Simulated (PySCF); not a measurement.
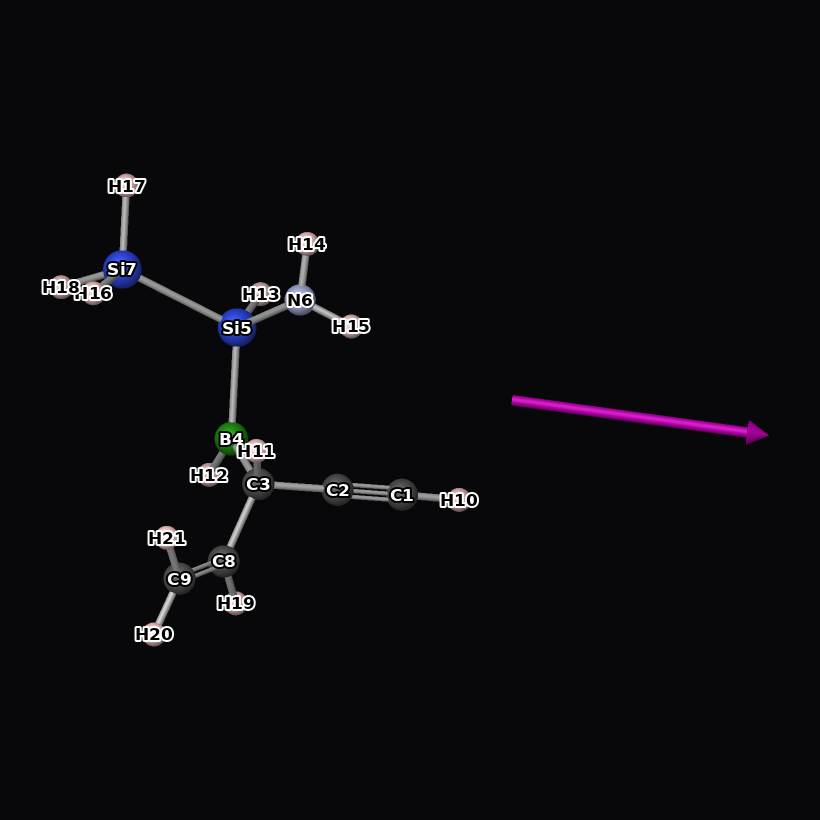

The arrow beside the molecule shows the direction of the dipole moment, from the negative to the positive end (its length means nothing). Computed geometry: GFN2-xTB optimisation. No frequency run is at hand to confirm it as a minimum. Level of theory: PBE0/pcSseg-1, gas phase (PySCF 2.14.0).

> Estimate the dipole moment.

1.69 D; it points from the side of H18 to the side of H10 (the outermost atoms at the two ends).

The geometry is semi-empirical. Around B, Si such bond lengths and angles can be off by a tenth of an ångström or more and by several degrees, and values that hang on the shape move with them.
